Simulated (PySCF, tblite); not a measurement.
# C6H9O2 radical: geometry, infrared bands and EPR parameters

What infrared bands and EPR parameters should C6H9O2 radical (`[CH2]/C(=C\OC=O)CC`) show?

Computed with tblite 0.8.0 and PySCF 2.14.0, with density-fitted response routines of our own, on a single molecule in the gas phase. Atoms are numbered from 0 throughout.

### 1 The starting structure

17 atoms, charge 0, multiplicity 2; geometry from: force field or distance geometry start.

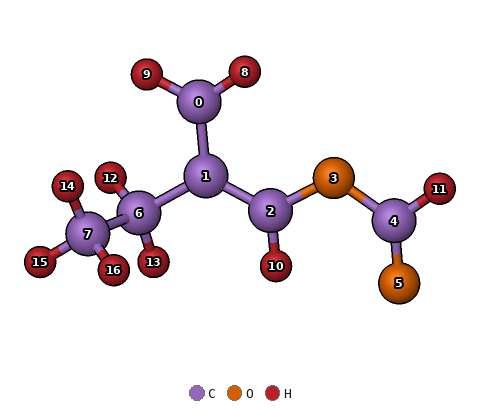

The starting geometry (carbon purple, oxygen orange, hydrogen red), atoms numbered.

### 2 Optimising the geometry with GFN2-xTB

Job settings and geometry (Å):

```
{"job": {"kind": "relax", "xc": "GFN2-xTB", "basis": "xTB"}, "charge": 0, "multiplicity": 2}
C     -0.034400     1.722900     0.690100
C     -0.082900     0.472000    -0.027900
C      1.025300    -0.299400    -0.172100
O      2.268100     0.053300     0.333600
C      3.278800    -0.840000     0.102400
O      3.224600    -1.892100    -0.524700
C     -1.405100     0.061400    -0.617700
C     -2.379200    -0.446700     0.440000
H      0.878300     2.082500     1.145200
H     -0.933300     2.346300     0.750500
H      0.996000    -1.237200    -0.717200
H      4.194400    -0.446200     0.559400
H     -1.854300     0.906400    -1.142800
H     -1.255000    -0.731000    -1.366000
H     -2.631300     0.332900     1.171500
H     -3.322200    -0.762500    -0.030000
H     -1.974900    -1.310600     0.975700
```

Run with:

```bash
$ OMP_NUM_THREADS=1 python probes_run.py task.json out
```

This one command runs all jobs of the session in turn.

The program printed:

```text
step      E/eV     max force
  0    -693.44722    3.208
  1    -693.60195    2.428
  2    -693.63920    0.935
  3    -693.65351    0.304
  4    -693.65753    0.211
  5    -693.66162    0.216
  6    -693.66510    0.184
  7    -693.66789    0.123
  8    -693.66996    0.120
  9    -693.67122    0.095
 10    -693.67207    0.068
 11    -693.67282    0.065
 12    -693.67354    0.070
 13    -693.67419    0.063
 14    -693.67474    0.053
 15    -693.67521    0.055
 16    -693.67560    0.056
 17    -693.67592    0.045
 18    -693.67621    0.043
 19    -693.67649    0.038
 20    -693.67677    0.038
 21    -693.67702    0.036
 22    -693.67719    0.032
 23    -693.67731    0.031
 24    -693.67742    0.026
 25    -693.67756    0.029
 26    -693.67772    0.027
 27    -693.67787    0.030
 28    -693.67801    0.027
 29    -693.67816    0.030
 30    -693.67831    0.029
 31    -693.67846    0.032
 32    -693.67857    0.034
 33    -693.67867    0.027
 34    -693.67875    0.030
 35    -693.67883    0.026
 36    -693.67891    0.026
 37    -693.67900    0.027
 38    -693.67913    0.031
 39    -693.67926    0.039
 40    -693.67938    0.036
 41    -693.67947    0.031
 42    -693.67957    0.027
 43    -693.67968    0.025
 44    -693.67978    0.031
 45    -693.67986    0.027
 46    -693.67993    0.029
 47    -693.68002    0.030
 48    -693.68016    0.034
 49    -693.68035    0.037
 50    -693.68059    0.042
 51    -693.68088    0.045
 52    -693.68124    0.061
 53    -693.68162    0.061
 54    -693.68193    0.042
 55    -693.68216    0.032
 56    -693.68240    0.046
 57    -693.68263    0.042
 58    -693.68283    0.038
 59    -693.68300    0.028
 60    -693.68319    0.042
 61    -693.68340    0.054
 62    -693.68357    0.036
 63    -693.68368    0.033
 64    -693.68380    0.035
 65    -693.68400    0.043
 66    -693.68432    0.069
 67    -693.68467    0.069
 68    -693.68504    0.054
 69    -693.68534    0.038
 70    -693.68555    0.024
 71    -693.68568    0.023
 72    -693.68578    0.021
 73    -693.68590    0.021
 74    -693.68606    0.026
 75    -693.68625    0.033
 76    -693.68641    0.047
 77    -693.68652    0.033
 78    -693.68664    0.021
 79    -693.68677    0.018
 80    -693.68683    0.014
 81    -693.68689    0.020
 82    -693.68694    0.021
 83    -693.68704    0.020
 84    -693.68718    0.024
 85    -693.68732    0.022
 86    -693.68740    0.020
 87    -693.68745    0.019
 88    -693.68751    0.019
 89    -693.68761    0.022
 90    -693.68775    0.027
 91    -693.68788    0.025
 92    -693.68797    0.020
 93    -693.68804    0.019
 94    -693.68813    0.020
 95    -693.68823    0.019
 96    -693.68832    0.015
 97    -693.68836    0.015
 98    -693.68838    0.015
 99    -693.68840    0.011
100    -693.68843    0.010
101    -693.68844    0.011
102    -693.68847    0.014
103    -693.68850    0.015
104    -693.68853    0.010
105    -693.68854    0.008
```

Wall time 0.58 s (1 thread of INTEL XEON PLATINUM 8581C at 2.10GHz, shared host).

The steps of the relaxation: (not every step is listed)

```csv
step,energy from step 0 (eV),largest force (eV/Å)
0,0.0000,3.2080
1,-0.1547,2.4279
2,-0.1920,0.9345
3,-0.2063,0.3040
4,-0.2103,0.2109
5,-0.2144,0.2156
6,-0.2179,0.1836
7,-0.2207,0.1227
8,-0.2227,0.1199
17,-0.2287,0.0446
26,-0.2305,0.0271
35,-0.2316,0.0259
44,-0.2326,0.0310
53,-0.2344,0.0615
62,-0.2364,0.0356
71,-0.2385,0.0231
80,-0.2396,0.0145
89,-0.2404,0.0222
98,-0.2412,0.0152
100,-0.2412,0.0105
101,-0.2412,0.0107
102,-0.2413,0.0145
103,-0.2413,0.0151
104,-0.2413,0.0098
105,-0.2413,0.0078
```

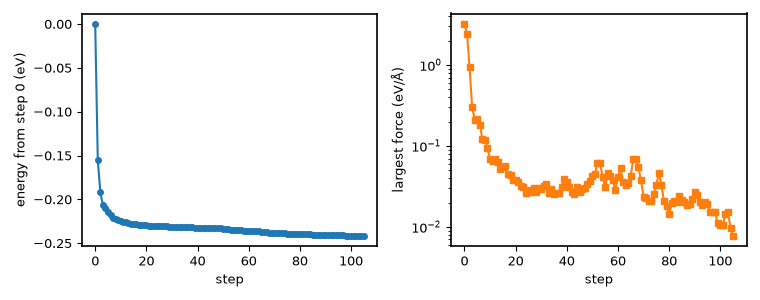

Energy and force, step by step.

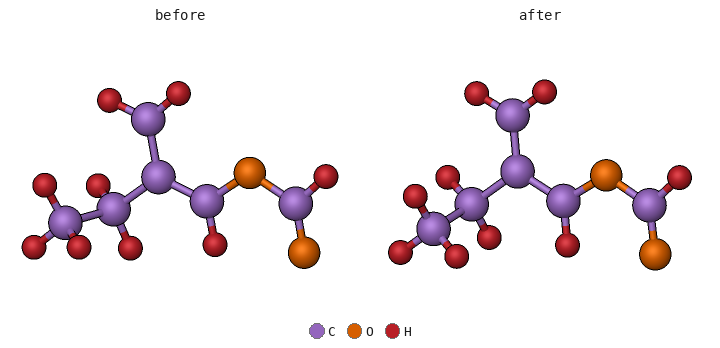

Before and after, at one scale.

Close pairs (by a distance rule), those that changed most:

| bond | before (Å) | after (Å) | change (Å) |
| --- | --- | --- | --- |
| C0–C1 | 1.443 | 1.366 | -0.077 |
| O3–C4 | 1.369 | 1.333 | -0.036 |
| C1–C2 | 1.358 | 1.391 | +0.033 |
| C4–O5 | 1.226 | 1.199 | -0.027 |
| C2–O3 | 1.387 | 1.361 | -0.026 |
| C0–H9 | 1.096 | 1.074 | -0.021 |
| C7–H15 | 1.100 | 1.087 | -0.013 |
| C7–H14 | 1.098 | 1.087 | -0.011 |

The end geometry stands in the next job.

### 3 Vibrational analysis with GFN2-xTB

Job settings and geometry (Å):

```
{"job": {"kind": "ir", "xc": "GFN2-xTB", "basis": "xTB"}, "charge": 0, "multiplicity": 2}
C      0.025189     1.859727     0.510856
C     -0.117993     0.632929    -0.072763
C      0.926208    -0.281752    -0.162583
O      2.159775     0.005036     0.335373
C      3.132615    -0.898979     0.223303
O      3.044237    -1.981546    -0.285452
C     -1.454063     0.190686    -0.614649
C     -2.209707    -0.634911     0.426540
H      0.966657     2.171019     0.924950
H     -0.798319     2.547262     0.569347
H      0.815607    -1.250707    -0.628924
H      4.045977    -0.489589     0.680527
H     -2.044762     1.068109    -0.878698
H     -1.309002    -0.408062    -1.514916
H     -2.375339    -0.048109     1.326974
H     -3.174309    -0.948122     0.034800
H     -1.639769    -1.520961     0.695241
```

The program printed:

```text
mode    cm-1     km/mol
  1      40.1      1.05
  2      70.9      3.42
  3     126.1      1.80
  4     137.5      3.15
  5     215.0      0.83
  6     251.5      1.34
  7     263.9      3.81
  8     372.2     21.59
  9     391.4      1.75
 10     495.4      0.95
 11     553.6      2.40
 12     587.5      0.51
 13     714.3     12.86
 14     732.2     26.82
 15     794.7     22.44
 16     821.6      4.89
 17     879.3      0.43
 18     896.7      5.71
 19    1013.0     13.30
 20    1014.5      1.91
 21    1061.5     18.45
 22    1085.4      5.44
 23    1094.2     85.66
 24    1140.2    116.71
 25    1225.9      3.69
 26    1246.8      2.75
 27    1313.5      0.22
 28    1348.7     10.93
 29    1375.1      1.04
 30    1408.9      1.21
 31    1431.2      5.51
 32    1485.1      0.62
 33    1496.6      4.03
 34    1499.5      3.71
 35    1507.0      4.56
 36    1745.8    784.21
 37    2855.7     75.09
 38    2989.0     21.39
 39    3002.3     22.34
 40    3039.5     39.63
 41    3040.5     42.23
 42    3044.6     21.78
 43    3074.6      6.17
 44    3125.3      5.63
 45    3161.7     22.77
```

Wall time 0.51 s (1 thread of INTEL XEON PLATINUM 8581C at 2.10GHz, shared host).

The strongest bands and the atoms that carry them (share of the mass-weighted mode):

```
cm⁻¹  km/mol                         atoms
 732    26.8     C4 34 %, O3 24 %, O5 20 %
1094    85.7    C4 21 %, O3 21 %, H12 13 %
1140   116.7     O3 40 %, C2 26 %, C4 10 %
1746   784.2              C4 59 %, O5 39 %
2856    75.1                      H11 93 %
3040    39.6            H14 49 %, H15 37 %
3040    42.2  H15 44 %, H16 30 %, H14 17 %
3162    22.8     H8 46 %, H9 44 %, C0 10 %
```

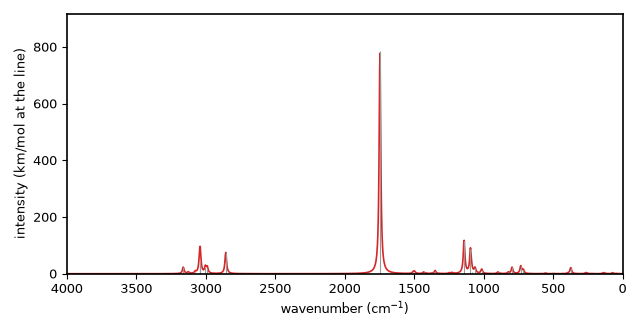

The infrared spectrum from these modes, unscaled. Lines are broadened to a width of 14 cm⁻¹ (Lorentzian).

### 4 EPR parameters: B3LYP/pcH-1

Same as in step 3 but for these lines:

```diff
@@ -1,2 +1,2 @@
-{"job": {"kind": "ir", "xc": "GFN2-xTB", "basis": "xTB"}, "charge": 0, "multiplicity": 2}
+{"job": {"kind": "epr", "basis": "pcH-1"}, "charge": 0, "multiplicity": 2}
 C      0.025189     1.859727     0.510856
```

With the program's defaults for keys left out, this is: UKS B3LYP, pcH-1 on C H O, non-relativistic, mean-field spin-orbit, GIAO.

The program printed:

```text
UKS, coarse grid
  cycle   1  E = -384.29142837  |g| = 6.93e-01
  cycle   2  E = -383.77024786  |g| = 1.35e+00
  cycle   3  E = -384.45465975  |g| = 2.54e-01
  cycle   4  E = -384.47743338  |g| = 8.49e-02
  cycle   5  E = -384.47976933  |g| = 2.26e-02
  cycle   6  E = -384.48002864  |g| = 7.57e-03
  cycle   7  E = -384.48007208  |g| = 3.57e-03
  cycle   8  E = -384.48008618  |g| = 1.86e-03
  cycle   9  E = -384.48008893  |g| = 6.92e-04
UKS, final grid
  cycle   1  E = -384.48012938  |g| = 1.15e-03
  cycle   2  E = -384.48012799  |g| = 2.20e-03
  cycle   3  E = -384.48012994  |g| = 2.66e-04
  cycle   4  E = -384.48012996  |g| = 5.07e-05
  cycle   5  E = -384.48012997  |g| = 3.35e-05
  cycle   6  E = -384.48012997  |g| = 1.01e-05
E = -384.48012997 Eh   <S^2> = 0.7750 (exact 0.7500)
g shifts (ppm)      1          2          3
  rmc          -158       -158       -158
  gc              4         38         35
  oz_so           8        482       1135
  total        -146        361       1012
hyperfine (MHz)  atom isotope    a_iso     a_fc   dipolar eigenvalues
    0   13C      49.27      49.27    -47.12    -45.33     92.45
    1   13C     -46.79     -46.79    -28.10     11.40     16.71
    2   13C      62.87      62.87    -55.78    -52.72    108.50
    3   17O      -3.04      -3.04    -14.93      6.54      8.39
    4   13C       2.88       2.88     -3.39     -1.62      5.01
    5   17O      -1.96      -1.96    -10.65      4.95      5.71
    6   13C       4.40       4.40     -1.11      0.21      0.90
    7   13C     -11.43     -11.43     -1.56      0.38      1.19
    8    1H     -36.77     -36.77    -19.29     -1.59     20.88
    9    1H     -38.27     -38.27    -23.11     -0.19     23.30
   10    1H     -45.90     -45.90    -25.06     -0.82     25.87
   11    1H      -5.34      -5.34     -2.71     -1.77      4.48
   12    1H      -4.89      -4.89     -1.98     -1.29      3.27
   13    1H      -6.90      -6.90     -2.14     -1.64      3.78
   14    1H       2.07       2.07     -1.82     -0.74      2.57
   15    1H      -2.19      -2.19     -0.90     -0.38      1.28
   16    1H       3.20       3.20     -1.98     -1.45      3.43
```

Run time: 70 s. Hardware: 1 thread of INTEL XEON PLATINUM 8581C at 2.10GHz, shared host; peak memory 0.97 GiB.

Principal g values 2.00217, 2.00268, 2.00333; g(iso) = 2.00273, against 2.00232 for a free electron.

Hyperfine couplings; where a row names several nuclei, a(iso) is their mean (it holds for fast rotation or exchange) and the dipolar term the largest among them:

| nuclei | isotope | a(iso) (MHz) | a(iso) (G, at g = 2.0023) | largest dipolar term (MHz) |
| --- | --- | --- | --- | --- |
| C2 | 13C | 62.9 | 22.4 | 108.5 |
| C0 | 13C | 49.3 | 17.6 | 92.4 |
| C1 | 13C | -46.8 | -16.7 | -28.1 |
| H10 | 1H | -45.9 | -16.4 | 25.9 |
| H8, H9 | 1H | -37.5 | -13.4 | 23.3 |
| C7 | 13C | -11.4 | -4.1 | -1.6 |
| H12, H13 | 1H | -5.9 | -2.1 | 3.8 |
| H11 | 1H | -5.3 | -1.9 | 4.5 |
| C6 | 13C | 4.4 | 1.6 | -1.1 |
| O3 | 17O | -3.0 | -1.1 | -14.9 |
| C4 | 13C | 2.9 | 1.0 | 5.0 |
| O5 | 17O | -2.0 | -0.7 | -10.7 |
| H14, H15, H16 | 1H | 1.0 | 0.4 | 3.4 |

Mulliken spin populations:

C0 0.63; C1 -0.25; C2 0.64; O3 0.01; C4 0.03; O5 0.03; C6 0.01; C7 0.00; H8 -0.03; H9 -0.03; H10 -0.03; H11 0.00; H12 0.00; H13 0.00; H14 0.00; H15 0.00; H16 0.00

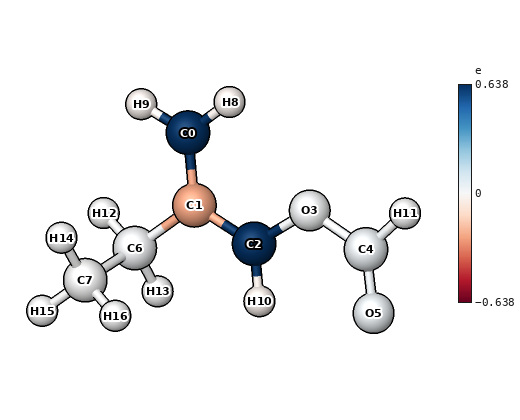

Mulliken spin populations, as colours on the atoms.

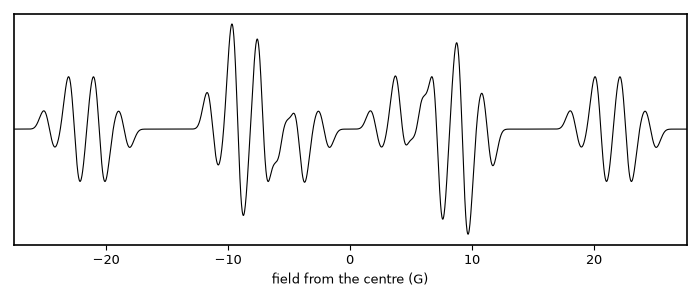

First-order isotropic spectrum (first derivative, main isotopes with spin only, couplings over 0.8 MHz, Gaussian width 0.3 G; couplings of the frozen geometry, rotation of groups not averaged beyond the rows shown).

Orbitals, density, ELF and potential are computed afterwards from the orbital file.

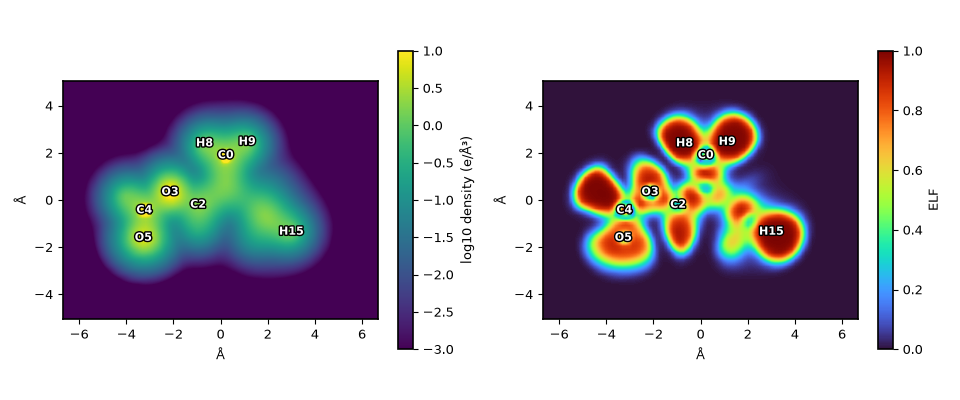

Density (left) and ELF (right) in a plane through or near 8 of the atoms.

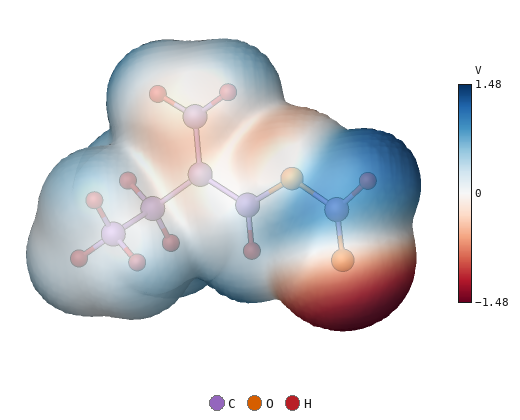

Electrostatic potential on the surface of density 0.002 e/bohr³; red is low, blue high. It runs from -1.48 V near O5 to 1.25 V near H11.

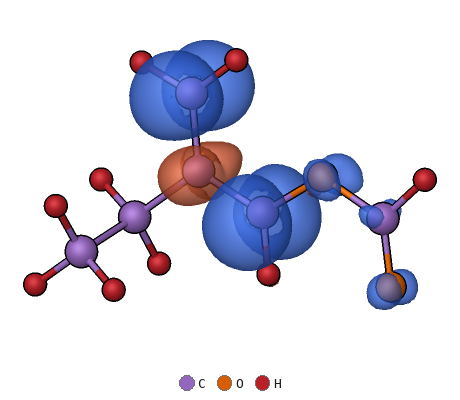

Spin density at ±0.03 e/Å³ (alpha excess blue, beta excess red).

### 5 Summary of results

| quantity | value |
| --- | --- |
| strongest single infrared mode (GFN2-xTB) | 1746 cm⁻¹, 784 km/mol |
| zero-point energy (GFN2-xTB) | 84.6 kcal/mol |
| g(iso) (B3LYP) | 2.00273 |
| ⟨S²⟩ | 0.775 (exact 0.75) |
| largest a(iso) (averaged by class) | 13C on C2, 62.9 MHz |
| potential on the surface of density 0.002 e/bohr³, 1st and 99th percentile | -1.48 V and 1.25 V |

Over 105 steps the energy fell by 0.241 eV; of the close pairs, C0–C1 changed most, 1.443 to 1.366 Å. No mode is imaginary among the 45: a minimum at this level. The strongest single mode, at 1746 cm⁻¹, moves mainly C4 and O5. Unscaled tight-binding wavenumbers are off by several per cent, some by more. Its intensities can rank the bands wrongly. The largest spin populations lie on C2 (0.64 e), C0 (0.63 e). The isotropic g lies 0.4 ppt above the free-electron value. These values are for one conformer; the search (at its own cheap level) found 2 more, at 0.00, 5.81 kcal/mol (those within 0.05 may be mirror or relabelled copies), and measured spectra average over such forms.
